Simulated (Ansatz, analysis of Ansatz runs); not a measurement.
# A hop of Li in CsLi2Br3 (Immm), charge −1

Aim: the barrier of one jump in CsLi2Br3 (Immm) at charge −1: V_Li hop (3.9 Å). The model is a cell of 72 host atoms with 1 Li taken out; Li is the atom that moves.

Calculated with Ansatz 0.2.0; plane-wave PAW DFT, PBEsol; nudged elastic band between two relaxed defect structures at fixed charge in a uniform background.

## Step 1: The starting structure

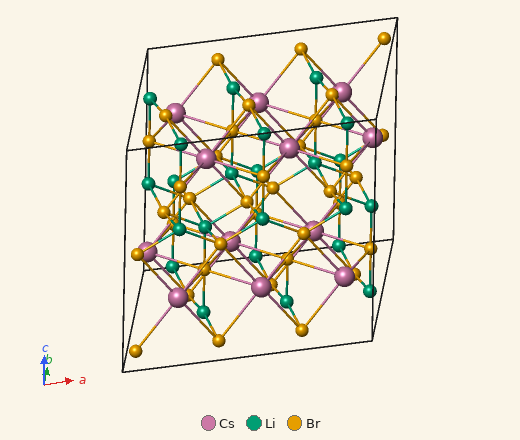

The cell as given, slightly off an axis (caesium pink, lithium teal, bromine orange).

The cell holds 71 atoms: 12 Cs, 23 Li and 36 Br. Cell: a = 13.853 Å, b = 11.980 Å, c = 13.179 Å, α = 90.0°, β = 90.0°, γ = 67.3°. It derives from CsLi2Br3 (space group Immm). Nearest the centre at fractional (0.542, 0.625, 0.750): Br44 at 1.85 Å, Br39 at 1.85 Å, Li30 at 1.96 Å, Br68 at 3.75 Å, Cs26 at 3.75 Å, Br20 at 3.75 Å, Br62 at 3.75 Å, Cs49 at 3.76 Å. The cell carries charge −1.

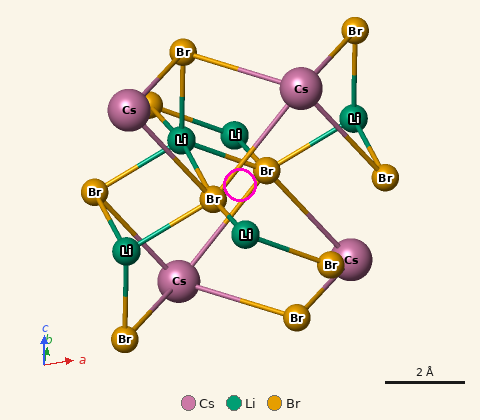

The atoms within 5 Å of the centre. A ring marks the middle of the ideal hop wherever no atom is near it.

The cell's shortest repeat is 12.0 Å.

## Step 2: Relaxation of the start point, charge −1

A barrier is counted from a minimum, so both ends are relaxed first. Small random displacements break the symmetry of the ideal sites, so that the defect can distort if it gains by it. The charge of −1 is set by the electron count, and a uniform background keeps the cell neutral.

qm1_c72k1s.start/input.yaml

```yaml
crystal:
  lattice:
    - [13.85313979, 0.0, 0.0]
    - [4.61771326, 11.05374873, 0.0]
    - [0.0, 0.0, 13.17917308]
  atoms:
    - { symbol: Cs, position: [0.0, 0.5, 0.0] }
    - { symbol: Cs, position: [0.08333333, 0.75, 0.5] }
    - { symbol: Cs, position: [0.16666667, 0.0, 0.0] }
    - { symbol: Cs, position: [0.25, 0.25, 0.5] }
    - { symbol: Li, position: [0.0, 0.5, 0.30795831] }
    - { symbol: Li, position: [0.08333333, 0.75, 0.80795831] }
    - { symbol: Li, position: [0.16666667, 0.0, 0.30795831] }
    - { symbol: Li, position: [0.25, 0.25, 0.80795831] }
    - { symbol: Li, position: [0.0, 0.5, 0.69204169] }
    - { symbol: Li, position: [0.08333333, 0.75, 0.19204169] }
    - { symbol: Li, position: [0.16666667, 0.0, 0.69204169] }
    - { symbol: Li, position: [0.25, 0.25, 0.19204169] }
    - { symbol: Br, position: [0.0, 0.0, 0.78187158] }
    - { symbol: Br, position: [0.08333333, 0.25, 0.28187158] }
    - { symbol: Br, position: [0.16666667, 0.5, 0.78187158] }
    - { symbol: Br, position: [0.25, 0.75, 0.28187158] }
    - { symbol: Br, position: [0.0, 0.0, 0.21812842] }
    - { symbol: Br, position: [0.08333333, 0.25, 0.71812842] }
    - { symbol: Br, position: [0.16666667, 0.5, 0.21812842] }
    - { symbol: Br, position: [0.25, 0.75, 0.71812842] }
    - { symbol: Br, position: [0.0, 0.5, 0.5] }
    - { symbol: Br, position: [0.08333333, 0.75, 0.0] }
    - { symbol: Br, position: [0.16666667, 0.0, 0.5] }
    - { symbol: Br, position: [0.25, 0.25, 0.0] }
    - { symbol: Cs, position: [0.33333333, 0.5, 0.0] }
    - { symbol: Cs, position: [0.41666667, 0.75, 0.5] }
    - { symbol: Cs, position: [0.5, 0.0, 0.0] }
    - { symbol: Cs, position: [0.58333333, 0.25, 0.5] }
    - { symbol: Li, position: [0.33333333, 0.5, 0.30795831] }
    - { symbol: Li, position: [0.41666667, 0.75, 0.80795831] }
    - { symbol: Li, position: [0.5, 0.0, 0.30795831] }
    - { symbol: Li, position: [0.58333333, 0.25, 0.80795831] }
    - { symbol: Li, position: [0.33333333, 0.5, 0.69204169] }
    - { symbol: Li, position: [0.41666667, 0.75, 0.19204169] }
    - { symbol: Li, position: [0.5, 0.0, 0.69204169] }
    - { symbol: Li, position: [0.58333333, 0.25, 0.19204169] }
    - { symbol: Br, position: [0.33333333, 0.0, 0.78187158] }
    - { symbol: Br, position: [0.41666667, 0.25, 0.28187158] }
    - { symbol: Br, position: [0.5, 0.5, 0.78187158] }
    - { symbol: Br, position: [0.58333333, 0.75, 0.28187158] }
    - { symbol: Br, position: [0.33333333, 0.0, 0.21812842] }
    - { symbol: Br, position: [0.41666667, 0.25, 0.71812842] }
    - { symbol: Br, position: [0.5, 0.5, 0.21812842] }
    - { symbol: Br, position: [0.58333333, 0.75, 0.71812842] }
    - { symbol: Br, position: [0.33333333, 0.5, 0.5] }
    - { symbol: Br, position: [0.41666667, 0.75, 0.0] }
    - { symbol: Br, position: [0.5, 0.0, 0.5] }
    - { symbol: Br, position: [0.58333333, 0.25, 0.0] }
    - { symbol: Cs, position: [0.66666667, 0.5, 0.0] }
    - { symbol: Cs, position: [0.75, 0.75, 0.5] }
    - { symbol: Cs, position: [0.83333333, 0.0, 0.0] }
    - { symbol: Cs, position: [0.91666667, 0.25, 0.5] }
    - { symbol: Li, position: [0.66666667, 0.5, 0.30795831] }
    - { symbol: Li, position: [0.75, 0.75, 0.80795831] }
    - { symbol: Li, position: [0.83333333, 0.0, 0.30795831] }
    - { symbol: Li, position: [0.91666667, 0.25, 0.80795831] }
    - { symbol: Li, position: [0.75, 0.75, 0.19204169] }
    - { symbol: Li, position: [0.83333333, 0.0, 0.69204169] }
    - { symbol: Li, position: [0.91666667, 0.25, 0.19204169] }
    - { symbol: Br, position: [0.66666667, 0.0, 0.78187158] }
    - { symbol: Br, position: [0.75, 0.25, 0.28187158] }
    - { symbol: Br, position: [0.83333333, 0.5, 0.78187158] }
    - { symbol: Br, position: [0.91666667, 0.75, 0.28187158] }
    - { symbol: Br, position: [0.66666667, 0.0, 0.21812842] }
    - { symbol: Br, position: [0.75, 0.25, 0.71812842] }
    - { symbol: Br, position: [0.83333333, 0.5, 0.21812842] }
    - { symbol: Br, position: [0.91666667, 0.75, 0.71812842] }
    - { symbol: Br, position: [0.66666667, 0.5, 0.5] }
    - { symbol: Br, position: [0.75, 0.75, 0.0] }
    - { symbol: Br, position: [0.83333333, 0.0, 0.5] }
    - { symbol: Br, position: [0.91666667, 0.25, 0.0] }
total_charge: -1
basis:
  ecutwfc: 420
  xc_grid: 2
hamiltonian:
  xc: pbesol
kpoints:
  mp_grid: { grid: [1, 1, 1], shift: [0.25, 0.25, 0.25] }
scf:
  occupations: { method: fixed }
  max_iter: 100
output:
  forces: true
relax:
  f_tol: 0.02
  max_steps: 70
  random_displacement: { amplitude: 0.03, seed: 8115 }
```

On the command line:

```console
> ansatz run input.yaml --threads 4 --pin off --max-ram 14131MiB --backend cpu --events-out ev --progress --plain --runs-dir out
```

Numbers of over 12 decimals in the logs are rounded to 6 here.

Log:

```text
[... repeated set-up lines and file paths are left out, and long positions are rounded to six places ...]
The last accepted step is kept in <dir> (removed where the run ends without a failure and the disk answers)
Engine: ansatz 0.2.0, aarch64-unknown-linux-gnu
Pseudopotentials: kind: paw
Pseudopotential: Cs, paw, valence charge 9, recommended cutoff 420 eV (normal), Cs.paw.azcp
Pseudopotential: Li, paw, valence charge 3, recommended cutoff 420 eV (normal), Li.paw.azcp
Pseudopotential: Br, paw, valence charge 7, recommended cutoff 420 eV (normal), Br.paw.azcp
Functional definition: PBEsol
  exchange = pbesol_x
  correlation = pbesol_c
Crystal: 71 atoms, lattice volume = 2018.115 Å³
Basis set: ecut = 420 eV, 39381 PW (Γ), exchange–correlation on 192×162×180 points (8 copies of the dense FFT grid, shifted against one another)
Bands: 286, of which v1, the nominal top of the filled ones, is band 215 counted from 1 (214 counted from 0)
Symmetry: 1 space group operations
k-points: 1
Non-local potential: Cs, projectors of the file, l = 0: 3, l = 1: 2, l = 2: 2, l = 3: 2
Non-local potential: Li, projectors of the file, l = 0: 3, l = 1: 2, l = 2: 1
Non-local potential: Br, projectors of the file, l = 0: 2, l = 1: 2, l = 2: 2
PAW form: soft (Blöchl's): semilocal exchange-correlation on the pseudo side does not see the compensation charge
PAW frozen core: Cs, regenerated for the run's functional, and the local potential with it (the file was generated under x = pbe(κ = 0.804, μ = 0.219515), c = pbe(β = 0.066725))
PAW frozen core: Br, regenerated for the run's functional, and the local potential with it (the file was generated under x = pbe(κ = 0.804, μ = 0.219515), c = pbe(β = 0.066725))
PAW one-centre angular grid: Cs, 194 points (default); XC on 64 Gauss nodes
PAW one-centre angular grid: Li, 110 points (default); XC on 64 Gauss nodes
PAW one-centre angular grid: Br, 110 points (default); XC on 64 Gauss nodes
Initial density: superposition of atomic densities (neutral atoms scaled as one to the charged cell's electrons: chi_scale 0, normalization atom), corrected by the library's trained network
Initial wavefunctions: pseudopotential atomic-orbital guess
Functional: x = pbesol(κ = 0.804, μ = 0.123457), c = pbesol(β = 0.046)
SCF iter   1: F=—  HF=-170322.506487 eV  |F-HF|=—  |Δ(HF+E_count)|=         —  Δρ=2.52e-3  dr2=1.69e-1  ethr=1.77e-3  ⟨swp⟩=10.0  Hψ=1279  notcnv=0  defer=69
preconditioner: auto → Resta (q_TF=auto, 2.109 Å⁻¹)  ε∞=2.8  [insulator: Δε(μ)=4.108 eV  Ē_g=11.645 eV  n_scr=320 (ndim 8)  ℏωp=15.7 eV  f_vac=0.007  ε∞_Penn≈2.8]
SCF iter   2: F=—  HF=-170322.464875 eV  |F-HF|=—  |Δ(HF+E_count)|=   4.16e-2  Δρ=1.25e-3  dr2=3.99e-2  ethr=3.94e-5  ⟨swp⟩=4.0  Hψ=472  notcnv=0  defer=69
SCF iter   3: F=—  HF=-170322.463099 eV  |F-HF|=—  |Δ(HF+E_count)|=   1.78e-3  Δρ=2.37e-4  dr2=1.33e-3  ethr=9.27e-6  ⟨swp⟩=3.0  Hψ=440  notcnv=0  defer=62
automatic band count: iteration 3 solves 279 bands in place of 286: the levels show a gap, and the empty bands left out lie too high to hold charge; the band table lists the bands solved (type scf.n_extra_bands for more)
SCF iter   4: F=—  HF=-170322.464478 eV  |F-HF|=—  |Δ(HF+E_count)|=   1.38e-3  Δρ=3.82e-5  dr2=4.35e-5  ethr=3.09e-7  ⟨swp⟩=2.0  Hψ=424  notcnv=0  defer=62
iter 5 did not close the SCF: its close was put off for the readings that it lacked (scf_convergence_deferred on its scf_iter line)
SCF iter   5: F=-170322.464534 eV  HF=-170322.464529 eV  |F-HF|=4.35e-6  |Δ(HF+E_count)|=   5.09e-5  Δρ=1.21e-5  dr2=4.02e-6  ethr=1.01e-8  ⟨swp⟩=2.0  Hψ=413  notcnv=0  defer=62
SCF iter   6: F=-170322.464535 eV  HF=-170322.464535 eV  |F-HF|=2.32e-7  |Δ(HF+E_count)|=   5.38e-6  Δρ=2.80e-6  dr2=3.62e-7  ethr=9.34e-10  ⟨swp⟩=2.0  Hψ=837  notcnv=0
SCF 1 converged in 6 iterations: F = -170322.464535 eV  dr2 = 3.62e-7
  greatest PAW one-centre occupation: 0.999 electrons in one spin orbital (limit 2), on the Li atom at site 52 (counted from 0), in its partial waves of l = 0
relax step   1: F+E_penalty+E_count = -170322.46453482 eV  Δ(F+E_penalty+E_count) = +0.000e0 eV  max|allowed force component| = 4.778e-1 eV/Å  Δτ_max = 0.0000 Å  (6 SCF iters, dr2 threshold 1.00e-5 eV, accepted)
[... the SCF cycles and remarks between the steps are left out from here to the last step ...]
relax step   2: F+E_penalty+E_count = -170322.79697216 eV  Δ(F+E_penalty+E_count) = -3.324e-1 eV  max|allowed force component| = 2.729e-1 eV/Å  Δτ_max = 0.1949 Å  (5 SCF iters, dr2 threshold 1.43e-5 eV, accepted)
relax step   3: F+E_penalty+E_count = -170322.82130342 eV  Δ(F+E_penalty+E_count) = -2.433e-2 eV  max|allowed force component| = 1.269e-1 eV/Å  Δτ_max = 0.2000 Å  (5 SCF iters, dr2 threshold 4.65e-6 eV, accepted)
relax step   4: F+E_penalty+E_count = -170322.86384707 eV  Δ(F+E_penalty+E_count) = -4.254e-2 eV  max|allowed force component| = 3.791e-2 eV/Å  Δτ_max = 0.0813 Å  (5 SCF iters, dr2 threshold 3.48e-6 eV, accepted)
SCF iter   1: F=—  HF=-170322.869836 eV  |F-HF|=—  |Δ(HF+E_count)|=         —  Δρ=5.38e-4  dr2=1.24e-2  ethr=2.38e-5  ⟨swp⟩=5.0  Hψ=565  notcnv=0  defer=62
automatic band count: iteration 1 solves 279 bands in place of 286: the levels show a gap, and the empty bands left out lie too high to hold charge; the band table lists the bands solved (type scf.n_extra_bands for more)
SCF iter   2: F=—  HF=-170322.866991 eV  |F-HF|=—  |Δ(HF+E_count)|=   2.84e-3  Δρ=2.40e-4  dr2=1.90e-3  ethr=2.88e-6  ⟨swp⟩=2.0  Hψ=433  notcnv=0  defer=62
SCF iter   3: F=—  HF=-170322.866550 eV  |F-HF|=—  |Δ(HF+E_count)|=   4.42e-4  Δρ=5.21e-5  dr2=7.26e-5  ethr=4.41e-7  ⟨swp⟩=2.0  Hψ=363  notcnv=0  defer=62
SCF iter   4: F=—  HF=-170322.866606 eV  |F-HF|=—  |Δ(HF+E_count)|=   5.62e-5  Δρ=9.39e-6  dr2=4.17e-6  ethr=1.69e-8  ⟨swp⟩=3.0  Hψ=435  notcnv=0  defer=61
SCF iter   5: F=—  HF=-170322.866607 eV  |F-HF|=—  |Δ(HF+E_count)|=   6.41e-7  Δρ=2.82e-6  dr2=1.76e-7  ethr=9.70e-10  ⟨swp⟩=3.0  Hψ=549  notcnv=0  defer=61
SCF iter   6: F=-170322.866607 eV  HF=-170322.866607 eV  |F-HF|=4.60e-9  |Δ(HF+E_count)|=   2.03e-7  Δρ=6.04e-7  dr2=1.16e-8  ethr=2.33e-11  ⟨swp⟩=4.0  Hψ=900  notcnv=0
SCF 5 converged in 6 iterations: F = -170322.866607 eV  dr2 = 1.16e-8
relax step   5: F+E_penalty+E_count = -170322.86660679 eV  Δ(F+E_penalty+E_count) = -2.760e-3 eV  max|allowed force component| = 1.992e-2 eV/Å  Δτ_max = 0.0353 Å  (6 SCF iters, accepted)
SCF converged after 6 iterations
Free energy (F): -170322.866607 eV
Harris-Foulkes:  -170322.866607 eV  (|F-HF|=4.60e-9)
Internal energy: -170322.866607 eV  (E = F + TS)
E sigma→0 (E₀):  -170322.866607 eV
Fermi energy:    2.257816 eV
--- Per-component energies (eV) ---
  E_band       = -3200.081513
  E_kinetic    = 7055.539798
  E_local      = -13379.115877  (includes V_loc(G=0)·N_el)
  E_nonlocal   = 2156.509645
  E_hartree    = 3768.897073
  E_xc         = -11772.829786
  E_vxc        = -5621.512899  (∫ρ·V_xc dr)
  E_paw        = -139554.344829  (= ΣΔE_a)
  E_vpaw       = -949.296676  (= ΣTr[D̂ρ^β])
  E_aug_tail   = 0.000230  (compensation charges beyond the density's cutoff)
  E_ewald      = -18602.574512
  E_core_change = 5.051653  (= ΣΔE_core)
  E_smearing   = -0.000000  (= −TS)
  E_closure    = 0.000000  (closes the sum)
  E_deformation_potential = -10.487447  (in the stress; not in F)
  Σ components = -170322.866607   (vs F -170322.866607, Δ=0.00e0)
--- Forces (eV/Å), atoms counted from 1 ---
  atom   1  Cs    -0.00274911    -0.00376225     0.01385358
  atom   2  Cs     0.00502616    -0.00561921    -0.00980361
  [... 17 atoms left out ...]
  atom  20  Br    -0.00214458     0.00539511     0.00588732
  [... 5 atoms left out ...]
  atom  26  Cs    -0.00543738    -0.00500010    -0.00948013
  [... 3 atoms left out ...]
  atom  30  Li     0.00167230     0.00511312     0.00733932
  [... 2 atoms left out ...]
  atom  33  Li    -0.00384564    -0.00634371    -0.00917159
  [... 5 atoms left out ...]
  atom  39  Br     0.00455418     0.00174257    -0.00867479
  [... 4 atoms left out ...]
  atom  44  Br     0.00686171     0.00174023    -0.00422630
  [... 1 atom left out ...]
  atom  46  Br    -0.00446887     0.00195327    -0.01339213
  [... 2 atoms left out ...]
  atom  49  Cs    -0.00358657    -0.00169446     0.00484965
  [... 12 atoms left out ...]
  atom  62  Br    -0.00383002     0.00330416    -0.00508742
  [... 5 atoms left out ...]
  atom  68  Br    -0.00225496     0.00053015     0.01715604
  [... 3 atoms left out ...]
  max |Σ_I F_I| component: 3.57e-6 eV/Å
--- Relaxed structure (5 steps of the walk, 5 accepted, 0 SCFs on fresh bases) ---
  F+E_penalty+E_count = -170322.86660679 eV   max|allowed force component| = 1.992e-2 eV/Å
  atoms:
    - { symbol: Cs, position: [0.000987, 0.500684, 0.000291] }
    - { symbol: Cs, position: [0.081846, 0.753112, 0.500352] }
    [... 17 atoms left out ...]
    - { symbol: Br, position: [0.249449, 0.750315, 0.714721] }
    [... 5 atoms left out ...]
    - { symbol: Cs, position: [0.423744, 0.742980, 0.505859] }
    [... 3 atoms left out ...]
    - { symbol: Li, position: [0.420949, 0.732921, 0.807604] }
    [... 2 atoms left out ...]
    - { symbol: Li, position: [0.331443, 0.498282, 0.693909] }
    [... 5 atoms left out ...]
    - { symbol: Br, position: [0.489620, 0.496580, 0.786197] }
    [... 4 atoms left out ...]
    - { symbol: Br, position: [0.578836, 0.757100, 0.725915] }
    [... 1 atom left out ...]
    - { symbol: Br, position: [0.415080, 0.749648, 0.000677] }
    [... 2 atoms left out ...]
    - { symbol: Cs, position: [0.666929, 0.499562, -0.019696] }
    [... 12 atoms left out ...]
    - { symbol: Br, position: [0.844101, 0.502321, 0.785953] }
    [... 5 atoms left out ...]
    - { symbol: Br, position: [0.666964, 0.500027, 0.486689] }
    [... 3 atoms left out ...]
```

Wall time 94 s (4 threads of Arm Neoverse V1, shared host); peak memory 2.7 GiB.

Step by step:

```
step  energy less that of the first step (eV)  largest force component (eV/Å)
   1                                   0.0000                          0.4778
   2                                  -0.3324                          0.2729
   3                                  -0.3568                          0.1269
   4                                  -0.3993                          0.0379
   5                                  -0.4021                          0.0199
```

The atoms that moved most (Å, from the sites as typed, ahead of the random displacement, the mean shift of all atoms taken out):

```
atom      dx      dy      dz  length
Cs49   0.001  -0.002  -0.262   0.262
Li30  -0.020  -0.186  -0.007   0.188
Br68   0.003   0.003  -0.177   0.177
Li56   0.018   0.173  -0.005   0.174
Br39  -0.160  -0.035   0.055   0.173
Br62   0.159   0.028   0.052   0.170
Cs28   0.059   0.081   0.102   0.143
Cs50  -0.057  -0.072   0.103   0.138
```

Neighbours of Li30 at the end:

```
atom  distance (Å)
Br46         2.551
Br44         2.553
Br20         2.609
Br39         2.631
Br37         2.995
Li33         3.791
Li35         3.966
Cs26         3.979
Li11         4.036
```

Read from the output:

* free energy: -170322.8666 eV
* r.m.s. move of the farther half of the atoms: 0.04074 Å
* largest move from the ideal geometry of this structure, a common shift of the far atoms taken out: 0.2662 Å

The relaxation gained 0.402 eV and ended with a largest force component of 0.020 eV/Å.

(Part 1 of 4 ends here.)

[Logs are printed without paths, hosts, clocks, repeated set-up lines and the standing remarks that a program may print on its own settings, such as how far it seeks lower states.]

[Hosts, paths, dates, database ids (printed as entryN), source tags and the programs' standing remarks are cut or masked in the printed files.]
